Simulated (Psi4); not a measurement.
# SiHF3 (SMILES F[SiH](F)F): SCS-OMP2/pcSseg-1 (fitted SCF)

What is the vertical ionisation energy of SiHF3 at SCS-OMP2/pcSseg-1 (fitted SCF)? 

The calculation is run with Psi4 1.11.

**1. The structure to begin with**

The species is SiHF3 (5 atoms), meant as a singlet with charge 0. As SMILES, `F[SiH](F)F`. The shape is that of a PBE0-D4/def2-TZVP optimisation.

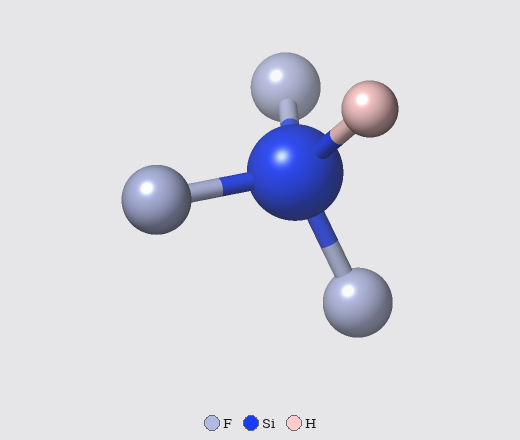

Viewed from a chosen angle; fluorine light blue, silicon blue, hydrogen pink.

**2. A single-point energy at SCS-OMP2/pcSseg-1 (fitted SCF)**

run.py

```python
import psi4

psi4.set_memory(1600000000)
psi4.set_num_threads(1)
psi4.core.set_output_file('psi4.out', False)

molecule = psi4.geometry("""
0 1
F     -0.447100    -0.082200     1.491300
Si     0.040700     0.001700    -0.001800
F     -0.597100     1.281400    -0.657200
F     -0.495900    -1.263300    -0.767200
H      1.499400     0.062400    -0.065100
symmetry c1
""")

psi4.set_options({
    'basis': 'pcSseg-1',
    'scf_type': 'df',
    'mp2_type': 'conv',
})

E, wfn = psi4.energy("scs-omp2", molecule=molecule, return_wfn=True)
print(f'total energy {E:.8f} hartree = {E * 27.211386:.5f} eV')
```

Run with:

```
$ python run.py
```

psi4.out:

```text
[...]
  Running in c1 symmetry.
[...]
  Nuclear repulsion =  188.407850402666924
[...]
  Multiplicity = 1
[...]
  Nalpha       = 21
  Nbeta        = 21
[...]
    Number of basis functions: 80
[...]
   @DF-RHF iter   1:  -587.89885553858107   -8.42488e-01   6.20046e-03 DIIS/ADIIS
[...]
   @DF-RHF iter  10:  -587.97790372377472   -1.13687e-12   5.76399e-09 DIIS
[...]
    Orbital Energies [Eh]
    ---------------------
    Doubly Occupied:
       1A    -68.931596     2A    -26.317967     3A    -26.317959
       4A    -26.317932     5A     -6.254370     6A     -4.372628
       7A     -4.372626     8A     -4.370056     9A     -1.653253
      10A     -1.625053    11A     -1.625017    12A     -0.840342
      13A     -0.760471    14A     -0.760456    15A     -0.741957
      16A     -0.707566    17A     -0.707564    18A     -0.679607
      19A     -0.679589    20A     -0.662855    21A     -0.567478
[...]
  @DF-RHF Final Energy:  -587.97790372377472
   => Energetics <=
    Nuclear Repulsion Energy =            188.4078504026669236
    One-Electron Energy =               -1194.2388225419658738
    Two-Electron Energy =                 417.8530684155242625
    Total Energy =                       -587.9779037237747161
[...]
 Multipole Moments:
 ------------------------------------------------------------------------------------
     Multipole            Electronic (a.u.)      Nuclear  (a.u.)        Total (a.u.)
 ------------------------------------------------------------------------------------
 L = 1.  Multiply by 2.5417464519 to convert [e a0] to [Debye]
 Dipole X            :         -1.6436275            2.2804039            0.6367764
 Dipole Y            :         -0.0683759            0.0949100            0.0265341
 Dipole Z            :          0.0711519           -0.0990473           -0.0278954
 Magnitude           :                                                    0.6379392
[...]
	SCS-MP2 Total Energy (a.u.)        :  -588.74430975592463
	SOS-MP2 Total Energy (a.u.)        :  -588.72890142394294
[...]
	MP2 Total Energy (a.u.)            :  -588.78380048564543
[...]
	SCS-OMP2 Total Energy (a.u.)       :  -588.75133971460730
	SOS-OMP2 Total Energy (a.u.)       :  -588.67613781552598
[...]
	OMP2 Total Energy (a.u.)           :  -588.78379832145458
[...]
```

Standard output:

```text
total energy -588.75133971 hartree = -16020.73996 eV
```

Wall time 14 s (1 thread of Intel Xeon 6975P-C (Granite Rapids), shared host); peak memory 0.39 GiB.

**3. The doublet cation**

f3hsi.xyz

```xyz
5
F3HSi
F     -0.447100    -0.082200     1.491300
Si     0.040700     0.001700    -0.001800
F     -0.597100     1.281400    -0.657200
F     -0.495900    -1.263300    -0.767200
H      1.499400     0.062400    -0.065100
```

f3hsi.py

```python
import psi4

psi4.set_memory(1600000000)
psi4.set_num_threads(1)
psi4.core.set_output_file('psi4.out', False)

with open('f3hsi.xyz') as f:
    atoms = ''.join(f.readlines()[2:])
mol = psi4.geometry('1 2\n' + atoms + 'symmetry c1')

psi4.set_options({
    'reference': 'uhf',
    'scf_type': 'df',
    'mp2_type': 'conv',
})

e_tot = psi4.energy("scs-omp2/pcSseg-1")
print(f'scs-omp2/pcSseg-1 energy: {e_tot:.10f} Eh')
```

Run with:

```
$ python f3hsi.py
```

psi4.out:

```text
[...]
  Running in c1 symmetry.
[...]
  Nuclear repulsion =  188.407850402666924
[...]
  Multiplicity = 2
[...]
  Nalpha       = 21
  Nbeta        = 20
[...]
    Number of basis functions: 80
[...]
   @DF-UHF iter   1:  -587.31813851574759   -2.61771e-01   6.62712e-03 ADIIS/DIIS
[...]
   @DF-UHF iter  14:  -587.45138911267702   -7.38964e-12   5.81733e-09 DIIS
[...]
   @S^2 Observed:                7.589565848E-01
[...]
    Orbital Energies [Eh]
    ---------------------
    Alpha Occupied:
       1A    -69.273027     2A    -26.592329     3A    -26.592321
       4A    -26.592302     5A     -6.592493     6A     -4.715302
       7A     -4.708217     8A     -4.708215     9A     -1.919026
      10A     -1.890125    11A     -1.890095    12A     -1.187806
      13A     -1.057173    14A     -1.020712    15A     -1.020699
      16A     -0.967147    17A     -0.967144    18A     -0.961107
      19A     -0.939007    20A     -0.938992    21A     -0.919214
    Alpha Virtual:
      22A     -0.106730    23A     -0.087354    24A     -0.087346
      25A     -0.013735    26A      0.040272    27A      0.225851
[...]
  @DF-UHF Final Energy:  -587.45138911267702
   => Energetics <=
    Nuclear Repulsion Energy =            188.4078504026669236
    One-Electron Energy =               -1182.1603988572276194
    Two-Electron Energy =                 406.3011593418837037
    Total Energy =                       -587.4513891126770204
  UHF NO Occupations:
  HONO-2 :   19  A 1.9993213
  HONO-1 :   20  A 1.9969342
[...]
 Multipole Moments:
 ------------------------------------------------------------------------------------
     Multipole            Electronic (a.u.)      Nuclear  (a.u.)        Total (a.u.)
 ------------------------------------------------------------------------------------
 L = 1.  Multiply by 2.5417464519 to convert [e a0] to [Debye]
 Dipole X            :          0.2486859            2.2804039            2.5290898
 Dipole Y            :          0.0103612            0.0949100            0.1052712
 Dipole Z            :         -0.0109473           -0.0990473           -0.1099946
 Magnitude           :                                                    2.5336685
[...]
	SCS-MP2 Total Energy (a.u.)        :  -588.21221461026562
	SOS-MP2 Total Energy (a.u.)        :  -588.19462529168425
[...]
	MP2 Total Energy (a.u.)            :  -588.26419889566841
[...]
	SCS-OMP2 Total Energy (a.u.)       :  -588.22622283800354
	SOS-OMP2 Total Energy (a.u.)       :  -588.14753306004104
[...]
	OMP2 Total Energy (a.u.)           :  -588.26419889177839
[...]
```

The script printed:

```text
scs-omp2/pcSseg-1 energy: -588.2262228380 Eh
```

Wall time 72 s (1 thread of Intel Xeon 6975P-C (Granite Rapids), shared host); peak memory 0.44 GiB.

**4. What came out**

At SCS-OMP2/pcSseg-1 (fitted SCF):

```
                                                                  quantity          value
                                               singlet SiHF3: total energy  -588.75134 Eh
                        singlet SiHF3: HOMO energy (Hartree–Fock orbitals)      -15.44 eV
                        singlet SiHF3: LUMO energy (Hartree–Fock orbitals)        4.89 eV
                      singlet SiHF3: HOMO–LUMO gap (Hartree–Fock orbitals)       20.33 eV
                                         singlet SiHF3: correlation energy     -773.4 mEh
                                              doublet cation: total energy  -588.22622 Eh
doublet cation: HOMO energy (Hartree–Fock orbitals) (highest over α and β)      -24.86 eV
 doublet cation: LUMO energy (Hartree–Fock orbitals) (lowest over α and β)      -13.28 eV
                                        doublet cation: correlation energy     -774.8 mEh
                         doublet cation: ⟨S²⟩ of the reference determinant          0.759
                        vertical ionisation energy (to the doublet cation)      14.289 eV
```

Removing an electron at fixed nuclei costs 14.29 eV (330 kcal/mol).
